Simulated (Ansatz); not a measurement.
# C2H4F radical: an energy map over angle C2–C1–H5 and angle H6–C1–H5

How does the energy of C2H4F, SMILES C[CH]F, spin multiplicity 2 change over two coordinates at once? A grid of runs gives the map.

Computed with Ansatz 0.2.0. Level: UHF/def2-TZVP.

## (1) Where the work starts

SMILES `C[CH]F`, 7 atoms, charge 0, spin multiplicity 2.

Atoms are counted from 1 here; the program's logs count them from 0.

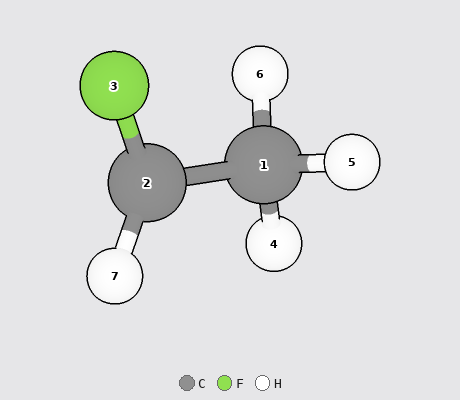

Start geometry, drawn with carbon grey, fluorine green, hydrogen white; atoms are numbered from 1 in the order of the file.

Geometry (Å):

```xyz
7
charge 0, multiplicity 2
C    -0.5364    0.3053   -0.1198
C     0.6143   -0.5979    0.1043
F     1.3373   -0.3833    1.2252
H    -1.1362   -0.0469   -0.9819
H    -0.2266    1.3595   -0.3340
H    -1.1961    0.3431    0.7736
H     1.2051   -1.0478   -0.7133
```

This geometry comes from a loose relaxation at PBE in a small basis, which is not shown.

## (3) Plan of the scan

First coordinate, angle C2–C1–H5: 15 values from 66.3 to 156.3 °. Second coordinate, angle H6–C1–H5: 15 values from 63.0 to 153.0 °.

Nothing else is relaxed (all other coordinates rigid). Energies count from the relaxed molecule at the same level.

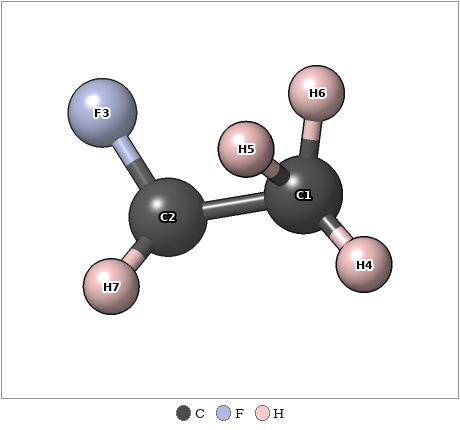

The geometry at angle C2–C1–H5 = 72.7°, angle H6–C1–H5 = 63.0°.

(The set-up runs are not shown.)

## (4) Point angle C2–C1–H5 = 72.7°, angle H6–C1–H5 = 63.0°

The input, input.yaml:

```yaml
crystal:
  periodic: [false, false, false]
  atoms:
    - { symbol: C, position_ang: [-0.543342, 0.301854, -0.117946] }
    - { symbol: C, position_ang: [0.941216, 0.274452, -0.072401] }
    - { symbol: F, position_ang: [1.481909, 0.995202, 0.909526] }
    - { symbol: H, position_ang: [-1.128081, -0.035628, -0.964736] }
    - { symbol: H, position_ang: [-0.194389, 1.312373, -0.324057] }
    - { symbol: H, position_ang: [-0.885627, 1.085979, 0.54754] }
    - { symbol: H, position_ang: [1.540565, 0.290982, -0.964933] }
magnetization:
  spin_polarized: true
  initial_magnetization: 1
basis:
  gaussian: { orbitals: def2-TZVP }
hamiltonian:
  xc: hf
output:
  forces: true
```

Command:

```
$ ansatz run input.yaml --threads 1 --pin off --max-ram 2560MiB --backend cpu --events-out ev --progress --plain --runs-dir out
```

The session goes on with these runs: the other points that were computed.

What does the calculation give? Wanted: lowest point; highest computed point; largest force on an atom.

**Answer**, as computed:

| quantity | value |
| --- | --- |
| lowest point | angle C2–C1–H5 = 111.3°, angle H6–C1–H5 = 108.0°, 0 kJ/mol |
| highest computed point | angle C2–C1–H5 = 156.3°, angle H6–C1–H5 = 153.0°, 541 kJ/mol above the lowest |
| largest force on an atom (eV/Å) | 0.0 at angle C2–C1–H5 = 111.3°, angle H6–C1–H5 = 108.0° to 9.6 at angle C2–C1–H5 = 156.3°, angle H6–C1–H5 = 153.0°; 0.0 at the lowest point |
| time for the whole task | 5.5 min on 1 thread, shared host |

In words: The lowest computed point is at angle C2–C1–H5 = 111.3°, angle H6–C1–H5 = 108.0°, which is the relaxed molecule at the same level itself. No other kind of well shows on this grid. The highest computed point, angle C2–C1–H5 = 156.3°, angle H6–C1–H5 = 153.0°, lies 541 kJ/mol above the lowest. Round the minimum the valley is somewhat tilted: raising angle C2–C1–H5 shifts the best value of angle H6–C1–H5 downwards (coupling k₁₂/√(k₁₁k₂₂) about 0.2).
